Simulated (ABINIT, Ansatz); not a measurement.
# Rb2Pd (Fm-3m): G0W0 with ABINIT, start to end, part 3 of 3

Aim: the G0W0 gap of Rb2Pd (Fm-3m) on PBEsol, step by step.

ABINIT 10.8.3; PBEsol and many-body steps on it, plane waves. Known limits of the many-body steps: not at the basis limit; no spin polarisation; d states lean on the start; no spin-orbit coupling; coarse k mesh.

So far. Step 4 (Empty states on the mesh, 2×2×2 mesh, 269 bands): On this mesh the gap is 0.859 eV. Step 5 (Screening, 2×2×2 mesh, 245 bands, screening to 176.9 eV): Local fields lower ε∞ by 32 %. On a Γ-centred mesh this coarse the value itself is usually too large, while a short band sum pulls it down.

In doubt: a PseudoDojo file used here is known to give poor structures and forces, which bears on pressures, cells, forces and phonons.

**6. Self-energy, 2×2×2 mesh, 245 bands, screening to 176.9 eV**

The self-energy is evaluated for the states that the input lists, and the levels follow from it, in one-shot runs by the linearised quasiparticle equation.

This step: G0W0 on PBEsol, plane waves, norm-conserving pseudopotentials.

Contents of run.abi:

```
acell 3*1.0 Angstrom
rprim 
  -0.000000000000 4.123218000000 4.123218000000
  4.123218000000 0.000000000000 4.123218000000
  4.123218000000 4.123218000000 0.000000000000
ntypat 2
znucl 37 46
natom 3
typat 1 1 2
xred 
  0.250000000000 0.250000000000 0.250000000000
  0.750000000000 0.750000000000 0.750000000000
  0.000000000000 0.000000000000 0.000000000000
pp_dirpath "pseudos"
pseudos "Rb.upf, Pd.upf"
ecut 37
ngkpt 2 2 2
nshiftk 1
shiftk 0 0 0
kptopt 1
chksymbreak 0
istwfk *1
occopt 1
irdwfk 1
optdriver 4
nband 245
gwcalctyp 0
ecutsigx 37
symsigma 1
nkptgw 3
kptgw 
  0.5000000000 0.5000000000 0.0000000000
  0.5000000000 0.0000000000 0.0000000000
  0.0000000000 0.0000000000 0.0000000000
bdgw 
  17 20
  16 21
  16 21
ecuteps 6.5
irdscr 1
ppmodel 1
indata_prefix "in"
outdata_prefix "out"
tmpdata_prefix "tmp"
```

Launch:

```sh
$ OMP_NUM_THREADS=1 mpirun -n 4 abinit run.abi > log
```

Numbers of over 12 decimals in the logs are rounded to 6 here.

The program printed:

```text
.Version 10.8.3 of ABINIT. v10.8.2 released Aug 2026.

 Symmetries : space group Fm -3 m (#225); Bravais cF (face-center cubic)
[... echo of the input left out ...]
== DATASET  1 ==================================================================
-   mpi_nproc: 4, omp_nthreads: 1 (-1 if OMP is not activated)

--- !DatasetInfo
iteration_state: {dtset: 1, }
dimensions: {natom: 3, nkpt: 3, mband: 245, nsppol: 1, nspinor: 1, nspden: 1, mpw: 10200, }
cutoff_energies: {ecut:  37.0, pawecutdg:  -1.0, }
electrons: {nelect:   3.60000000E+01, charge:   0.00000000E+00, occopt:   1.00000000E+00, tsmear:   1.00000000E-02, }

 SIGMA: Calculation of the GW corrections

 Based on a program developped by R.W. Godby, V. Olevano, G. Onida, and L. Reining.
 Incorporated in ABINIT by V. Olevano, G.-M. Rignanese, and M. Torrent.
.Using double precision arithmetic ; gwpc =  8

[... cell and pseudopotentials left out ...]
--------------------------------------------------------------------------------

 ==== K-mesh for the wavefunctions ====
 Number of points in the irreducible wedge :     3
[... list of points left out ...]
 Together with 48 symmetry operations and time-reversal symmetry
 yields     8 points in the full Brillouin Zone.

 ==== Q-mesh for screening function ====
 Number of points in the irreducible wedge :     3
[... list of points left out ...]
 Together with 48 symmetry operations and time-reversal symmetry
 yields     8 points in the full Brillouin Zone.

 vcoul_init : cutoff-mode = AUXILIARY_FUNCTION
 q-points for optical limit:   1
     1)      0.000010    0.000020    0.000030
 setmesh: FFT mesh size selected  =    64x   64x   64
          total number of points  =       262144

 Number of electrons calculated from density =   36.0000; Expected =   36.0000
 average of density, n =  0.038051
 r_s =    1.8444
 omega_plasma =   18.8165 [eV]

 === KS Band Gaps ===
  >>>> For spin  1
   Minimum direct gap =   0.8896 [eV], located at k-point      :   0.5000  0.5000  0.0000
   Fundamental gap    =   0.8589 [eV], Top of valence bands at :   0.5000  0.5000  0.0000
                                       Bottom of conduction at :   0.5000  0.0000  0.0000
 SIGMA fundamental parameters:
 PLASMON POLE MODEL  1
 number of plane-waves for SigmaX                10081
 number of plane-waves for SigmaC and W            725
 number of plane-waves for wavefunctions         10081
 number of bands                                   245
 number of independent spin polarizations            1
 number of spinorial components                      1
 number of k-points in IBZ                           3
 number of q-points in IBZ                           3
 number of symmetry operations                      48
 number of k-points in BZ                            8
 number of q-points in BZ                            8
 number of frequencies for dSigma/dE                 9
 frequency step for dSigma/dE [eV]                0.25
 number of omega for Sigma on real axis              0
 max omega for Sigma on real axis  [eV]           0.00
 zcut for avoiding poles [eV]                     0.10

 EPSILON^-1 parameters (SCR file):
 dimension of the eps^-1 matrix on file            725
 dimension of the eps^-1 matrix used               725
 number of plane-waves for wavefunctions         10081
 number of bands                                   245
 number of q-points in IBZ                           3
 number of frequencies                               2
 number of real frequencies                          1
 number of imag frequencies                          1

 matrix elements of self-energy operator (all in [eV])

 Perturbative Calculation

--- !SelfEnergy_ee
iteration_state: {dtset: 1, }
kpoint     : [   0.500,    0.500,    0.000, ]
spin       : 1
KS_gap     :    0.890
QP_gap     :    1.753
Delta_QP_KS:    0.864
data: !SigmaeeData |
     Band     E0 <VxcDFT>   SigX SigC(E0)      Z dSigC/dE  Sig(E)    E-E0       E
       17   0.844 -21.418 -26.331   4.799   0.697  -0.435 -21.497  -0.079   0.764
       18   1.335  -9.673 -10.318  -0.008   0.765  -0.308 -10.173  -0.500   0.835
       19   2.225  -6.868  -3.364  -3.042   0.787  -0.271  -6.505   0.364   2.589
       20   3.809  -7.522  -4.450  -2.987   0.786  -0.273  -7.455   0.067   3.876

--- !SelfEnergy_ee
iteration_state: {dtset: 1, }
kpoint     : [   0.500,    0.000,    0.000, ]
spin       : 1
KS_gap     :    1.190
QP_gap     :    1.745
Delta_QP_KS:    0.555
data: !SigmaeeData |
     Band     E0 <VxcDFT>   SigX SigC(E0)      Z dSigC/dE  Sig(E)    E-E0       E
       16   0.813 -21.358 -26.412   4.891   0.697  -0.435 -21.472  -0.114   0.699
       17   0.813 -21.358 -26.412   4.891   0.697  -0.435 -21.472  -0.114   0.699
       18   1.004 -13.070 -15.087   1.508   0.744  -0.344 -13.449  -0.378   0.626
       19   2.194  -6.255  -3.035  -2.997   0.790  -0.265  -6.079   0.176   2.371
       20   4.586  -8.161  -4.103  -3.309   0.778  -0.286  -7.579   0.582   5.168
       21   4.586  -8.161  -4.103  -3.309   0.778  -0.286  -7.579   0.582   5.168

--- !SelfEnergy_ee
iteration_state: {dtset: 1, }
kpoint     : [   0.000,    0.000,    0.000, ]
spin       : 1
KS_gap     :    3.013
QP_gap     :    3.627
Delta_QP_KS:    0.614
data: !SigmaeeData |
     Band     E0 <VxcDFT>   SigX SigC(E0)      Z dSigC/dE  Sig(E)    E-E0       E
       16   0.839 -21.484 -26.554   4.912   0.697  -0.434 -21.594  -0.111   0.729
       17   0.839 -21.484 -26.554   4.912   0.697  -0.434 -21.594  -0.111   0.729
       18   0.839 -21.484 -26.554   4.912   0.697  -0.434 -21.594  -0.111   0.729
       19   3.852  -7.445  -3.579  -3.224   0.785  -0.275  -6.941   0.504   4.356
       20   3.852  -7.445  -3.579  -3.224   0.785  -0.275  -6.941   0.504   4.356
       21   3.852  -7.445  -3.579  -3.224   0.785  -0.275  -6.941   0.504   4.356

 New Fermi energy :        5.890581E-02 Ha ,    1.602909E+00 eV

 === QP Band Gaps ===
  >>>> For spin  1
   Minimum direct gap =   1.7447 [eV], located at k-point      :   0.5000  0.0000  0.0000
   Fundamental gap    =   1.5352 [eV], Top of valence bands at :   0.5000  0.5000  0.0000
                                       Bottom of conduction at :   0.5000  0.0000  0.0000

== END DATASET(S) ==============================================================
================================================================================

 -outvars: echo values of variables after computation  --------
           etotal      0.0000000000E+00
            nband         245
             nkpt           3
          spgroup         225
 [... the other variables as echoed above ...]

 Calculation completed.
```

Run time: 78 s. Hardware: 4 MPI ranks of Arm Neoverse V2, shared host; peak memory 2.3 GiB; 5.2 min of CPU time.

This step gave:

```
G0W0 gap on the points computed              : 1.536 eV
starting gap on the mesh                     : 0.8591 eV
k of the valence top                         : 0.5, 0.5, 0
k of the conduction bottom                   : 0.5, 0, 0
Z at the valence top                         : 0.765
Z at the conduction bottom                   : 0.79
least direct G0W0 gap on the computed points : 1.672 eV
```

The gap on the mesh goes from 0.86 eV to 1.54 eV, a correction of +0.68 eV.

Limits: finite bands, cutoff and mesh; no spin polarisation; d states lean on the start; no spin-orbit coupling; coarse k mesh. v1 is the top filled band, c1 the lowest empty one. Levels before and after the correction, in eV, zero at the valence-band top of each column:

```tsv
	conduction bottom	valence top
Kohn-Sham	0.86	0.00
G0W0	1.54	0.00
```

```tsv
	level	energy (eV)
Kohn-Sham	(0.5 0.5 0) v2	-0.491
Kohn-Sham	(0.5 0.5 0) v1	0.000
Kohn-Sham	(0.5 0.5 0) c1	0.890
Kohn-Sham	(0.5 0.5 0) c2	2.474
Kohn-Sham	(0.5 0 0) v3-v2	-0.522
Kohn-Sham	(0.5 0 0) v1	-0.331
Kohn-Sham	(0.5 0 0) c1	0.859
Kohn-Sham	(0.5 0 0) c2-c3	3.251
G0W0	(0.5 0.5 0) v2	-0.071
G0W0	(0.5 0.5 0) v1	0.000
G0W0	(0.5 0.5 0) c1	1.754
G0W0	(0.5 0.5 0) c2	3.041
G0W0	(0.5 0 0) v3-v2	-0.136
G0W0	(0.5 0 0) v1	-0.209
G0W0	(0.5 0 0) c1	1.536
G0W0	(0.5 0 0) c2-c3	4.333
```

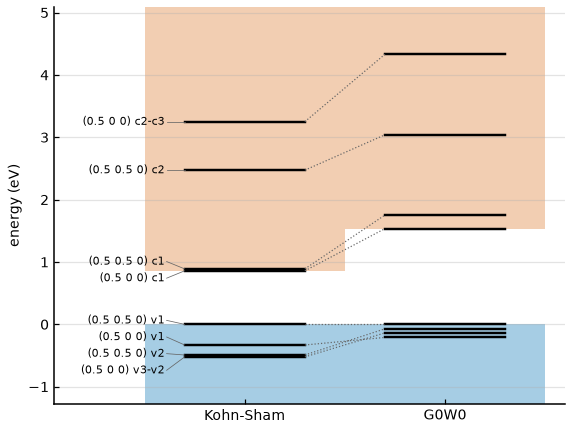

Levels before and after the correction. Shaded: valence and conduction bands.

**7. Where the time went**

Times are wall times on 4 MPI ranks of Arm Neoverse V2, shared host, good to a factor of about two.

```tsv
step	time	share	memory (GiB)
ground state	29 s	9 %	0.63
bands along the symmetry lines	47 s	16 %	0.56
empty states on the mesh	1.9 min	37 %	0.52
screening	38 s	13 %	2.1
self-energy	78 s	26 %	2.3
```

**8. Results**

- PBEsol gap: 0.86 eV, indirect (only 35 meV under the direct gap)
- G0W0 gap on the mesh: 1.54 eV
- GW settings: 2×2×2 mesh, 245 bands, screening to 176.9 eV, Godby-Needs plasmon pole
- known limits: not at the basis limit; no spin polarisation; d states lean on the start; no spin-orbit coupling; coarse k mesh

G0W0 moves the gap on the mesh from 0.86 eV to 1.54 eV (+0.68 eV), with Z of 0.77 and 0.79 at the edges. Local fields lower the RPA ε∞ on this mesh from 32.05 to 21.91; a Γ-centred mesh this coarse tends to raise both, most where the direct gap is narrow, while a short band sum lowers them. Bands and cutoff are finite, so the gap is not at the basis limit. The miss can reach some tenths of an eV and take either sign; the mesh is an error of its own. The 2×2×2 mesh is coarse for this cell, which bears on the long-range parts of exchange and screening. The runs have no spin polarisation. For a closed low-spin shell that is the natural state; where a d or f shell is open it is a constraint, and the gap is then not the crystal's own. With d states at the gap, one-shot GW leans hard on its start. The many-body steps are scalar-relativistic: spin-orbit coupling is not in them.

[Paths, hosts, dates, memory and timing lines, banners, echoed tables and standing remarks are left out of the program output.]

[Logs are printed without paths, hosts, clocks, repeated set-up lines and the standing remarks that a program may print on its own settings, such as how far it seeks lower states.]

[Runs of the session that timed out or met a known fault of the program may be left out.]

[Hosts, paths, dates, database ids (printed as entryN), source tags and the programs' standing remarks are cut or masked in the printed files.]

[G0W0 gaps are taken among the corrected bands and points alone; a level outside them can change the order at an edge.]

[Where Ansatz stands beside ABINIT at settings called matched, ABINIT's density can come from a denser mesh and the files from another edition; pairs whose starting gaps differed by over 0.03 eV were left out, so agreement reads better than it is.]
